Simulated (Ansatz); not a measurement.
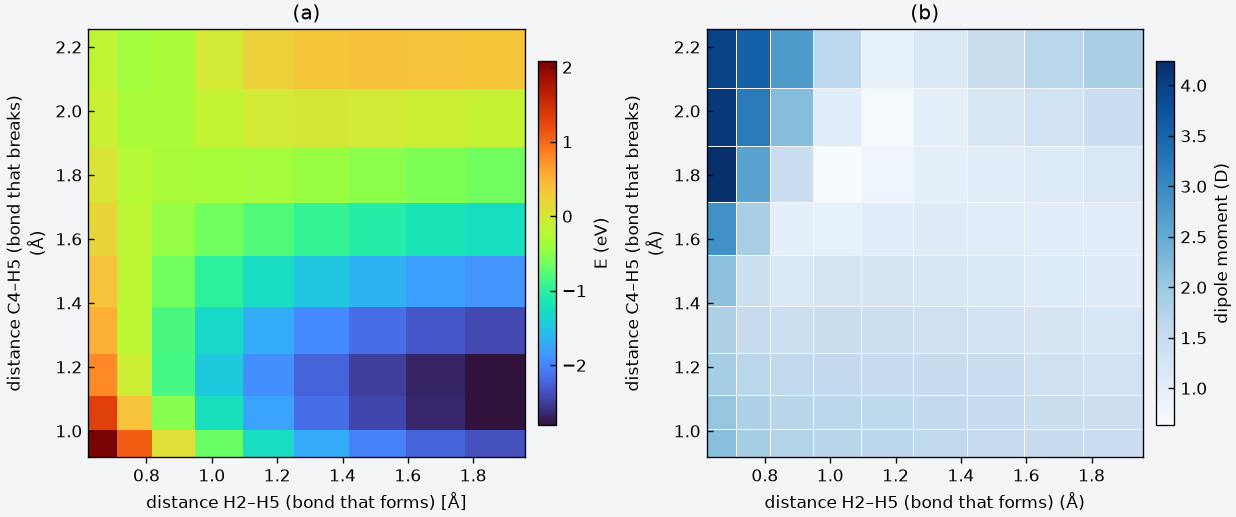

The reacting system CH₆GeO (fragments CH₆GeO where the first distance is long, CH₄GeO + H₂ where the second is long). Coordinates scanned: (1) distance H2–H5 (bond that forms); (2) distance C4–H5 (bond that breaks). Relaxed at each point: all other coordinates. The grid has 9 × 9 points. Points are written as (first, second). All energies are given in eV relative to a guessed transition structure relaxed with its forming and breaking bonds held. The reference is spin-restricted, so regions where a bond is pulled apart into radicals lie too high. Theory: Ansatz 0.2.0, RKS PBE0-D4/def2-SVP.

Panel (a) is the energy; panel (b) is the computed dipole moment, in D.

The picture shows one coloured cell a grid point.

How does the dipole moment vary over the map, and what is it at the lowest grid point?

Answer. Leaving out the highest fifth of the energies, it runs from 0.64 D at (1.018 Å, 1.801 Å) to 4.12 D at (0.666 Å, 1.979 Å). At the lowest grid point, (1.866 Å, 1.175 Å), it is 1.33 D. That point lies on the edge of the scan.

| second ↓, first → | 0.666 | 0.755 | 0.878 | 1.018 | 1.171 | 1.333 | 1.504 | 1.682 | 1.866 |
| --- | --- | --- | --- | --- | --- | --- | --- | --- | --- |
| 2.163 | 3.97 | 3.55 | 2.75 | 1.65 | 0.92 | 1.15 | 1.47 | 1.69 | 1.84 |
| 1.979 | 4.12 | 3.21 | 2.18 | 1.04 | 0.68 | 0.98 | 1.20 | 1.34 | 1.44 |
| 1.801 | 4.24 | 2.62 | 1.45 | 0.64 | 0.80 | 0.96 | 1.03 | 1.10 | 1.16 |
| 1.630 | 2.90 | 1.87 | 0.97 | 0.93 | 1.04 | 1.07 | 1.05 | 1.04 | 1.04 |
| 1.468 | 2.13 | 1.40 | 1.16 | 1.24 | 1.27 | 1.23 | 1.17 | 1.11 | 1.08 |
| 1.315 | 1.81 | 1.50 | 1.44 | 1.46 | 1.44 | 1.39 | 1.33 | 1.26 | 1.20 |
| 1.175 | 1.91 | 1.67 | 1.60 | 1.58 | 1.55 | 1.50 | 1.44 | 1.38 | 1.33 |
| 1.052 | 2.06 | 1.81 | 1.70 | 1.66 | 1.62 | 1.57 | 1.52 | 1.46 | 1.41 |
| 0.963 | 2.18 | 1.90 | 1.76 | 1.69 | 1.65 | 1.60 | 1.55 | 1.50 | 1.45 |
